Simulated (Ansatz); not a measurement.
## How many bands does the GW gap of CdF2 (fluorite (111) film, 3 layers) need?

Aim: see how the G0W0 gap of CdF2 (fluorite (111) film, 3 layers) on LDA moves with empty bands and screening cutoff, and what each rung costs.

Method: G0W0 on LDA, plane waves, PAW, in Ansatz 0.2.0.

### 1. Set-up

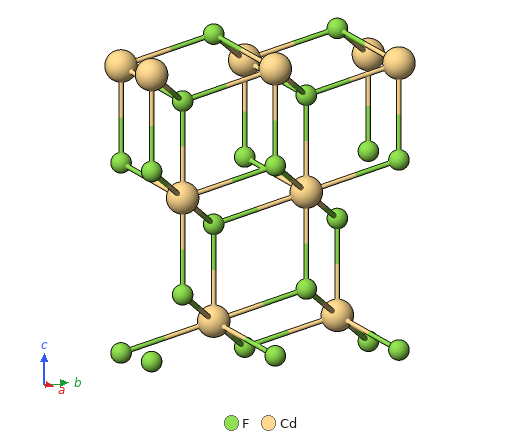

Start, viewed from the side, with the c axis up; fluorine green, cadmium orange. 1×2×1 cells are drawn. Bonds to atoms that aren't drawn are left out. Some periodic images of atoms are drawn too.

The cell holds 9 atoms: 6 F and 3 Cd. Its edges and angles: a = 3.810 Å, b = 3.810 Å, c = 38.000 Å, α = 90.0°, β = 90.0°, γ = 120.0°. It derives from CdF2. Vacuum lies along c.

The structure was relaxed with LDA (ions only). The runs that relaxed it are not among those shown. The default PAW set here is soft_2. Its files were made with PBE. The Coulomb interaction is cut off across the vacuum.

### 2. 234 empty bands, screening to 36 eV

G0W0 replaces the xc potential by the self-energy, built once from these orbitals. Only a window of levels is corrected, while the sums run over the empty bands that the input names.

input.yaml

```yaml
crystal:
  lattice:
    - [3.809891337, 0.0, 0.0]
    - [-1.9049456685, 3.2994626835, 0.0]
    - [0.0, 0.0, 38.0]
  atoms:
    - { symbol: F, position: [0.6666666667, 0.3333333333, 0.5595581677] }
    - { symbol: Cd, position: [0.0, 0.0, 0.5787404475] }
    - { symbol: F, position: [0.3333333333, 0.6666666667, 0.5976911257] }
    - { symbol: F, position: [0.3333333333, 0.6666666667, 0.4807942624] }
    - { symbol: Cd, position: [0.6666666667, 0.3333333333, 0.5] }
    - { symbol: F, position: [0.0, 0.0, 0.5192057376] }
    - { symbol: F, position: [0.0, 0.0, 0.4023088743] }
    - { symbol: Cd, position: [0.3333333333, 0.6666666667, 0.4212595525] }
    - { symbol: F, position: [0.6666666667, 0.3333333333, 0.4404418323] }
  periodic: [true, true, false]
kpoints:
  mp_grid: { grid: [6, 6, 1] }
hamiltonian:
  xc: lda
scf:
  occupations: { method: fixed }
gw:
  n_empty_bands: 234
  ecut_chi: 36
  qp_bands: [v3, c3]
  qp_kpoints: band_edges
  screening: { model: contour_deformation }
```

Launch:

```
$ ansatz run input.yaml --threads 8 --pin off --max-ram 17510MiB --backend cpu --events-out ev --progress --plain --runs-dir out
```

Numbers of over 12 decimals in the logs are rounded to 6 here.

The log of the run:

```text
Engine: ansatz 0.2.0, aarch64-unknown-linux-gnu
Pseudopotentials: kind: paw
Pseudopotential: F, paw, valence charge 7, recommended cutoff 420 eV (normal), F.paw.azcp
Pseudopotential: Cd, paw, valence charge 20, recommended cutoff 420 eV (normal), Cd.paw.azcp
Functional definition: SPW92
  exchange = slater_x
  correlation = pw_c
Crystal: 9 atoms, lattice volume = 477.683 Å³
Basis set: ecut = 420 eV, 9343 PW (Γ)
Bands: 62, of which v1, the nominal top of the filled ones, is band 51 counted from 1 (50 counted from 0)
Symmetry: 12 space group operations
Space group: P-3m1 (ITA 164), of the structure as read, at distance tolerance 7.8e-5 Å
k-points: 7 of 36
Non-local potential: F, projectors of the file, l = 0: 2, l = 1: 2, l = 2: 1
Non-local potential: Cd, projectors of the file, l = 0: 3, l = 1: 2, l = 2: 2, l = 3: 1
PAW form: soft (Blöchl's): semilocal exchange-correlation on the pseudo side does not see the compensation charge
PAW frozen core: F, regenerated for the run's functional, and the local potential with it (the file was generated under x = pbe(κ = 0.804, μ = 0.219515), c = pbe(β = 0.066725))
PAW frozen core: Cd, regenerated for the run's functional, and the local potential with it (the file was generated under x = pbe(κ = 0.804, μ = 0.219515), c = pbe(β = 0.066725))
PAW one-centre angular grid: F, 110 points (default); XC on 64 Gauss nodes
PAW one-centre angular grid: Cd, 590 points (default); XC on 64 Gauss nodes
Initial density: superposition of atomic densities (neutral atoms: chi_scale 0, normalization atom), corrected by the library's trained network
Initial wavefunctions: pseudopotential atomic-orbital guess
Functional: x = slater, c = lda
SCF iter   1: F=—  HF=-29118.211823 eV  |F-HF|=—  |Δ(HF+E_count)|=         —  Δρ=1.08e-2  dr2=4.01e-1  ethr=1.77e-3  ⟨swp⟩=7.1  Hψ=1842  notcnv=0  defer=63
preconditioner: auto → Resta (q_TF=auto, 2.109 Å⁻¹)  ε∞=2.1  [insulator: Δε(μ)=2.866 eV  Ē_g=14.470 eV  n_scr=90 (ndim 8)  ℏωp=15.0 eV  f_vac=0.747  ε∞_Penn≈2.1  vacuum switching on, ρ_ref=1.5e-2 e/Å³]
SCF iter   2: F=—  HF=-29118.101099 eV  |F-HF|=—  |Δ(HF+E_count)|=   1.11e-1  Δρ=4.11e-3  dr2=3.47e-2  ethr=3.93e-4  ⟨swp⟩=3.0  Hψ=890  notcnv=0  defer=63
SCF iter   3: F=—  HF=-29118.090647 eV  |F-HF|=—  |Δ(HF+E_count)|=   1.05e-2  Δρ=1.10e-3  dr2=3.88e-3  ethr=3.40e-5  ⟨swp⟩=3.1  Hψ=855  notcnv=0  defer=63
SCF iter   4: F=—  HF=-29118.089894 eV  |F-HF|=—  |Δ(HF+E_count)|=   7.53e-4  Δρ=4.65e-4  dr2=5.62e-4  ethr=3.80e-6  ⟨swp⟩=2.3  Hψ=695  notcnv=0  defer=63
SCF iter   5: F=—  HF=-29118.089848 eV  |F-HF|=—  |Δ(HF+E_count)|=   4.61e-5  Δρ=2.39e-4  dr2=1.70e-4  ethr=5.51e-7  ⟨swp⟩=3.0  Hψ=816  notcnv=0  defer=62
SCF iter   6: F=—  HF=-29118.089818 eV  |F-HF|=—  |Δ(HF+E_count)|=   3.00e-5  Δρ=2.99e-5  dr2=3.16e-6  ethr=1.67e-7  ⟨swp⟩=2.3  Hψ=692  notcnv=0  defer=62
SCF iter   7: F=—  HF=-29118.089818 eV  |F-HF|=—  |Δ(HF+E_count)|=   7.36e-7  Δρ=2.08e-5  dr2=1.38e-6  ethr=3.10e-9  ⟨swp⟩=3.1  Hψ=1014  notcnv=0  defer=61
SCF iter   8: F=—  HF=-29118.089818 eV  |F-HF|=—  |Δ(HF+E_count)|=   3.06e-8  Δρ=6.79e-6  dr2=1.51e-7  ethr=1.36e-9  ⟨swp⟩=2.6  Hψ=720  notcnv=0  defer=61
SCF iter   9: F=-29118.089818 eV  HF=-29118.089818 eV  |F-HF|=1.90e-9  |Δ(HF+E_count)|=   1.72e-8  Δρ=1.45e-6  dr2=5.21e-9  ethr=9.80e-11  ⟨swp⟩=21.9  Hψ=2557  notcnv=0
SCF 1 converged in 9 iterations: F = -29118.089818 eV  dr2 = 5.21e-9
  greatest PAW one-centre occupation: 1.000 electrons in one spin orbital (limit 2), on the Cd atom at site 7 (counted from 0), in its partial waves of l = 0
NSCF: frozen V_eff on 7 k-points
G₀W₀ screening: q 1/7
[... further progress lines ...]
SCF converged after 9 iterations
Free energy (F): -29118.089818 eV
Harris-Foulkes:  -29118.089818 eV  (|F-HF|=1.90e-9)
Internal energy: -29118.089818 eV  (E = F + TS)
E sigma→0 (E₀):  -29118.089818 eV
Fermi energy:    -8.354642 eV
--- Per-component energies (eV) ---
  E_band       = -2940.503663
  E_kinetic    = 2743.031751
  E_local      = -507131.543349  (includes V_loc(G=0)·N_el)
  E_nonlocal   = 587.625918
  E_hartree    = 252081.704647
  E_xc         = -988.541391
  E_vxc        = -1262.182658  (∫ρ·V_xc dr)
  E_paw        = -12976.097921  (= ΣΔE_a)
  E_vpaw       = -2040.853885  (= ΣTr[D̂ρ^β])
  E_aug_tail   = 0.012181  (compensation charges beyond the density's cutoff)
  E_ewald      = 236562.739130
  E_core_change = 2.979217  (= ΣΔE_core)
  E_smearing   = -0.000000  (= −TS)
  E_closure    = 0.000000  (closes the sum)
  Σ components = -29118.089818   (vs F -29118.089818, Δ=0.00e0)
--- Band table (eV; the first three rows and the last of 7) ---
  k-point 0: bands = [... 47 lower, -8.6596, -8.6596, -8.6418, -8.6418, -5.2257, -4.4142, -2.7073, -0.4621 (-0.4633°), ... 7 higher]
  k-point 1: bands = [... 47 lower, -8.7304, -8.6693, -8.5929, -8.5757, -4.4119, -3.8167, -2.3333, -0.1168 (-0.1178°), ... 7 higher]
  k-point 2: bands = [... 47 lower, -8.6294, -8.6130, -8.4710, -8.4412, -2.7762, -2.4884, -1.4058, 0.7771 (0.7769°), ... 7 higher]
  k-point 6: bands = [... 47 lower, -8.7467, -8.5784, -8.5784, -8.3984, -1.3162, -1.3162, -0.5324, 1.7069, ... 7 higher]
  ° read free of the cell's end (the report's vacuum.weakly_bound_levels)
  °? not known for the slab's own: over its row's bound_up_to_ev there, or no deeper under its free states than its continued_xc_part_ev in size
--- G₀W₀: contour deformation, 6 samples at zero and on the imaginary axis and 3 off it, 36 q-points, 234 empty bands' worth ---
  eigenvalues of the whole cell's RPA ε∞ on this k-mesh (on a slab, of 1 + 4πα/V) = 1.1548, 1.4941, 1.4941; static W/v taken at q = 0 is 0.760432
  gw.qp_kpoints: band_edges: 7 of 7 stored k-points solved, in 1 pass; an edge of the gap read off the rows below is read off those points alone
  `?` marks the rows in doubt; gw_qp.tsv's column doubts and the gw_qp event give each row's grounds
    ik  band        ε_KS         Σx   Σc(E_QP)       V_xc       Z   E_QP_lin       E_QP  E_QP is
     0    49     -8.6596   -34.1602     5.0467   -27.0757  0.7844   -10.7920   -10.6973  root
     0    50     -8.6418   -34.3035     5.0429   -27.2180  0.7852   -10.7788   -10.6845  root
     0    51     -8.6418   -34.3035     5.0429   -27.2180  0.7852   -10.7788   -10.6845  root
     0    52     -5.2257    -9.3427    -2.9975   -14.2062  0.8643    -3.3269    -3.3598  root
     0    53     -4.4142    -9.5368    -2.8089   -14.2482  0.8587    -2.4717    -2.5116  root
     0    54     -2.7073   -10.8211    -2.8794   -15.6488  0.8502    -0.7049    -0.7590  root
     1    49     -8.6693   -33.6030     5.1535   -26.4397  0.7827   -10.7688   -10.6791  root
     1    50     -8.5929   -33.6448     5.0605   -26.5772  0.7828   -10.6898   -10.5999  root
     1    51     -8.5757   -33.7868     5.0613   -26.7126  0.7834   -10.6787   -10.5886  root
     1    52     -4.4119   -10.8097    -2.8369   -15.5333  0.8559    -2.4887    -2.5252  root
     1    53     -3.8167   -10.1071    -2.8281   -14.8918  0.8534    -1.8128    -1.8600  root
     1    54     -2.3333   -10.7530    -2.9963   -15.7659  0.8479    -0.2572    -0.3166  root
     2    49     -8.6130   -33.2656     5.1901   -26.0903  0.7849   -10.6806   -10.5983  root
     2    50     -8.4710   -33.3793     5.0681   -26.3228  0.7823   -10.5454   -10.4594  root
     2    51     -8.4412   -33.3871     5.0842   -26.3176  0.7830   -10.5106   -10.4265  root
     2    52     -2.7762   -11.8108    -3.0008   -16.9025  0.8426    -0.6192    -0.6853  root
     2    53     -2.4884   -10.8653    -3.0411   -16.0453  0.8412    -0.2721    -0.3495  root
     2    54     -1.4058   -11.1003    -3.3170   -16.6482  0.8397     0.9027     0.8252  root
     3    49     -8.5355   -33.3900     5.1841   -26.1901  0.7850   -10.6371   -10.5513  root
     3    50     -8.4130   -33.3752     5.0680   -26.3217  0.7826   -10.4833   -10.3985  root
     3    51     -8.3738   -33.3530     5.0910   -26.2825  0.7835   -10.4352   -10.3533  root
     3    52     -1.6180   -11.8066    -3.3087   -17.4746  0.8294     0.8514     0.7413  root ?
     3    53     -1.6090   -11.6176    -3.3214   -17.2957  0.8295     0.8595     0.7477  root ?
     3    54     -0.8196   -12.3272    -3.6120   -18.4025  0.8349     1.7490     1.6437  root ?
     4    49     -8.7419   -33.7470     5.2603   -26.4140  0.7833   -10.9127   -10.8147  root
     4    50     -8.5469   -33.2378     5.1293   -26.1042  0.7807   -10.6410   -10.5511  root
     4    51     -8.4362   -33.5707     5.1324   -26.4464  0.7862   -10.5094   -10.4282  root
     4    52     -3.2253   -11.7369    -2.9121   -16.6695  0.8462    -1.1499    -1.2048  root
     4    53     -2.8580   -10.7284    -2.9562   -15.7614  0.8447    -0.7136    -0.7811  root
     4    54     -1.6658   -10.9425    -3.2109   -16.3107  0.8423     0.5631     0.4914  root
     5    49     -8.6032   -33.3095     5.2426   -26.0669  0.7844   -10.6867   -10.6031  root
     5    50     -8.5487   -32.7531     5.2581   -25.4586  0.7750   -10.6840   -10.5851  root
     5    51     -8.3546   -33.5241     5.1184   -26.4226  0.7862   -10.4172   -10.3377  root
     5    52     -1.8102   -11.8817    -3.2456   -17.4210  0.8326     0.5793     0.4835  root
     5    53     -1.6942   -11.3709    -3.2784   -16.9672  0.8313     0.7299     0.6238  root ?
     5    54     -0.8201   -12.0871    -3.5875   -18.1150  0.8339     1.7276     1.6202  root ?
     6    49     -8.5784   -32.4910     5.4620   -24.9604  0.7709   -10.7521   -10.6469  root ?
     6    50     -8.5784   -32.4910     5.4620   -24.9604  0.7709   -10.7521   -10.6469  root ?
     6    51     -8.3984   -33.6875     5.0962   -26.6024  0.7874   -10.4675   -10.3873  root
     6    52     -1.3162   -11.5839    -3.4397   -17.4455  0.8261     1.2340     1.1057  root ?
     6    53     -1.3162   -11.5839    -3.4397   -17.4455  0.8261     1.2340     1.1057  root ?
     6    54     -0.5324   -12.8523    -3.7247   -19.1506  0.8322     2.1605     2.0412  root ?
```

Run time: 79 s. Hardware: 8 threads of Arm Neoverse V1, shared host; peak memory 3.2 GiB; 9.9 min of CPU time.

This step gave:

| Item | Value |
| --- | --- |
| bands summed | 285 |
| plane waves in the screening matrix | 211 |
| q-points in the mesh | 36 |
| G0W0 gap on the mesh | 6.978 eV |
| k of the valence top | 0.1667, 0.3333, 0 |
| k of the conduction bottom | 0, 0, 0 |
| starting gap on the mesh | 3.129 eV |
| Z at the valence top | 0.7862 |
| Z at the conduction bottom | 0.8643 |
| least direct G0W0 gap on the computed points | 7.325 eV |

The gap on the mesh goes from 3.13 eV to 6.98 eV, a correction of +3.85 eV. Between the two edge states, bare exchange in place of the xc potential would open the gap by 11.96 eV, and correlation takes back 8.12 eV.

### 3. 568 empty bands, screening to 65 eV

Another rung: the empty bands reach about as high as the screening cutoff, so the two stay in balance.

input.yaml, as its differences from that of step 2:

```diff
@@ -22,5 +22,6 @@
   occupations: { method: fixed }
+  convergence: { dr2_threshold: 1.0e-10 }
 gw:
-  n_empty_bands: 234
-  ecut_chi: 36
+  n_empty_bands: 568
+  ecut_chi: 65.0
   qp_bands: [v3, c3]
```

The log of the run:

```text
[...]
Crystal: 9 atoms, lattice volume = 477.683 Å³
Basis set: ecut = 420 eV, 9343 PW (Γ)
Bands: 62, of which v1, the nominal top of the filled ones, is band 51 counted from 1 (50 counted from 0)
[... 1 set-up line as in the run before ...]
[...]
k-points: 7 of 36
[...]
SCF iter   1: F=—  HF=-29118.211823 eV  |F-HF|=—  |Δ(HF+E_count)|=         —  Δρ=1.08e-2  dr2=4.01e-1  ethr=1.77e-3  ⟨swp⟩=7.1  Hψ=1842  notcnv=0  defer=63
[...]
SCF iter  11: F=-29118.089818 eV  HF=-29118.089818 eV  |F-HF|=2.40e-10  |Δ(HF+E_count)|=  1.75e-10  Δρ=1.77e-7  dr2=9.15e-11  ethr=1.00e-12  ⟨swp⟩=22.7  Hψ=2783  notcnv=0
SCF 1 converged in 11 iterations: F = -29118.089818 eV  dr2 = 9.15e-11
[...]
NSCF: frozen V_eff on 7 k-points
G₀W₀ screening: q 1/7
[... further progress lines ...]
SCF converged after 11 iterations
Free energy (F): -29118.089818 eV
[...]
Internal energy: -29118.089818 eV  (E = F + TS)
E sigma→0 (E₀):  -29118.089818 eV
Fermi energy:    -8.354596 eV
[...]
--- Band table (eV; the first three rows and the last of 7) ---
  k-point 0: bands = [... 47 lower, -8.6596, -8.6596, -8.6417, -8.6417, -5.2256, -4.4141, -2.7073, -0.4620 (-0.4632°), ... 7 higher]
  k-point 1: bands = [... 47 lower, -8.7303, -8.6692, -8.5929, -8.5756, -4.4118, -3.8166, -2.3332, -0.1167 (-0.1176°), ... 7 higher]
  k-point 2: bands = [... 47 lower, -8.6293, -8.6130, -8.4710, -8.4412, -2.7762, -2.4884, -1.4057, 0.7772 (0.7770°), ... 7 higher]
  k-point 6: bands = [... 47 lower, -8.7466, -8.5784, -8.5784, -8.3983, -1.3162, -1.3162, -0.5323, 1.7069, ... 7 higher]
  ° read free of the cell's end (the report's vacuum.weakly_bound_levels)
[...]
bands read: the sum over 619 bands ends inside a degenerate multiplet in 1 slot, whose members it reads at an even weight; the widest, k=6: bands 619 to 620 (counted from 1) at 1/2 each
[...]
0    49     -8.6596   -34.1602     5.4090   -27.0758  0.7713   -10.3933   -10.3350  root
     0    50     -8.6417   -34.3035     5.4045   -27.2180  0.7722   -10.3810   -10.3228  root
     0    51     -8.6417   -34.3035     5.4045   -27.2180  0.7722   -10.3810   -10.3228  root
     0    52     -5.2256    -9.3427    -3.2219   -14.2061  0.8613    -3.5603    -3.5842  root
     0    53     -4.4141    -9.5368    -2.9841   -14.2482  0.8546    -2.6557    -2.6868  root
     0    54     -2.7073   -10.8211    -3.0042   -15.6489  0.8448    -0.8394    -0.8837  root
     1    49     -8.6692   -33.6030     5.5403   -26.4397  0.7694   -10.3453   -10.2923  root
     1    50     -8.5929   -33.6448     5.4408   -26.5772  0.7694   -10.2734   -10.2196  root
[...]
6    49     -8.5784   -32.4910     5.8888   -24.9604  0.7577   -10.2795   -10.2201  root
     6    50     -8.5784   -32.4910     5.8888   -24.9604  0.7577   -10.2795   -10.2201  root
     6    51     -8.3983   -33.6875     5.5126   -26.6024  0.7735   -10.0164    -9.9709  root
     6    52     -1.3162   -11.5838    -3.6301   -17.4455  0.8193     1.0181     0.9154  root ?
     6    53     -1.3162   -11.5838    -3.6301   -17.4455  0.8193     1.0181     0.9154  root ?
     6    54     -0.5323   -12.8523    -3.9605   -19.1506  0.8249     1.8969     1.8055  root
```

The job ended after 5.7 min (8 threads; peak memory 7.6 GiB).

This step gave:

| Property | Result |
| --- | --- |
| bands summed | 619 |
| plane waves in the screening matrix | 619 |
| q-points in the mesh | 36 |
| G0W0 gap on the mesh | 6.328 eV |
| k of the valence top | 0.1667, 0.3333, 0 |
| k of the conduction bottom | 0, 0, 0 |
| starting gap on the mesh | 3.129 eV |
| Z at the valence top | 0.7720 |
| Z at the conduction bottom | 0.8613 |
| least direct G0W0 gap on the computed points | 6.739 eV |

Against the run with 6×6×1 mesh, 234 empty bands, screening to 36 eV, the gap moves by −0.65 eV.

### 4. Side by side

Times are wall times on 8 threads of Arm Neoverse V1, shared host, good to a factor of about two.

```
 mesh        files            frequency  bands summed  cutoff (eV)  start (eV)  G0W0 (eV)     time  host memory (GiB)
6×6×1  default PAW  contour deformation           285           36       3.129      6.978     79 s                3.2
6×6×1  default PAW  contour deformation           619           65       3.129      6.328  5.7 min                7.6
```

How the two edges are built up, in eV (the quasiparticle level is the starting level plus Σx plus Σc less Vxc):

```
      run               edge  start      Σx     Σc     Vxc     Z      QP
285 bands        valence top  -8.35  -33.52   5.12  -26.42  0.79  -10.34
285 bands  conduction bottom  -5.23   -9.34  -3.00  -14.21  0.86   -3.36
619 bands        valence top  -8.35  -33.52   5.54  -26.42  0.77   -9.91
619 bands  conduction bottom  -5.23   -9.34  -3.22  -14.21  0.86   -3.58
```

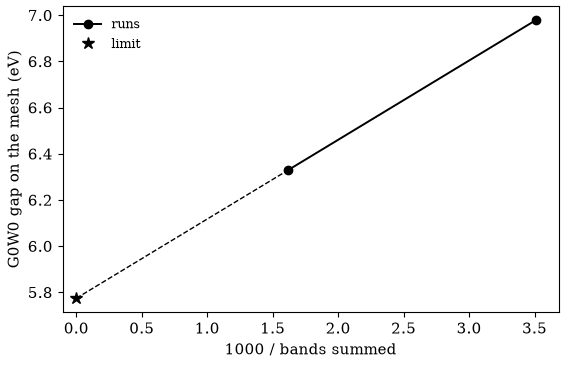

The gap against one over the number of bands; the dashed line carries the two highest rungs to the limit.

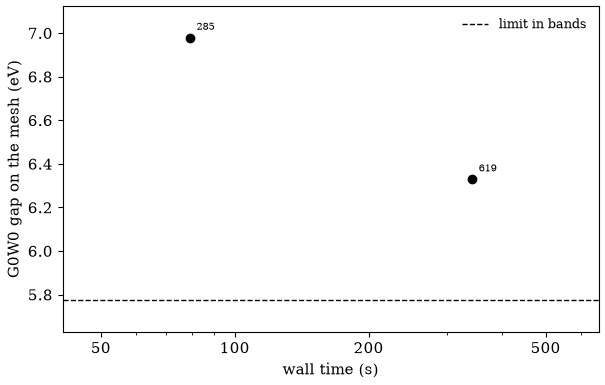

Result against wall time.

### 5. Summary of results

```json
{"285 bands, 36 eV": "6.978 eV", "619 bands, 65 eV": "6.328 eV", "estimated limit in bands and cutoff": "5.77 eV", "mesh and start": "6×6×1, LDA"}
```

What this shows: A line in one over the bands through the two rungs gives 5.77 eV, −0.55 eV from the top rung; with two points alone it is an unchecked estimate. The rungs stand 1.20 eV (285 bands) and 0.55 eV (619 bands) from it. From 285 to 619 bands the gap moves by −0.65 eV while the time grows 4.3-fold. Σc changes by +0.43 eV at the valence top and −0.22 eV at the conduction bottom, so both edges matter. In a film the band edges may be surface states, so its gap need not approach the bulk's. At these cutoffs the gaps of films stand short of the band limit, often by tenths of an eV, while the trend with thickness is less touched. The mesh in the plane is coarse for a sheet; gap and any exciton binding can still move on denser ones. A d shell, filled or nearly so, lies near the gap. One-shot GW converges very slowly in bands there, not always from below, and on a semilocal start the gap tends to come out low; starts rich in exact exchange can overshoot instead. The many-body steps are scalar-relativistic: spin-orbit coupling is not in them.

[Paths, hosts, dates, memory and timing lines, banners, echoed tables and standing remarks are left out of the program output.]

[Logs are printed without paths, hosts, clocks, repeated set-up lines and the standing remarks that a program may print on its own settings, such as how far it seeks lower states.]

[Runs of the session that timed out or met a known fault of the program may be left out.]

[Cells called generated may have been cut or substituted from an entry of the Crystallography Open Database or the Materials Project.]

[Hosts, paths, dates, database ids (printed as entryN), source tags and the programs' standing remarks are cut or masked in the printed files.]
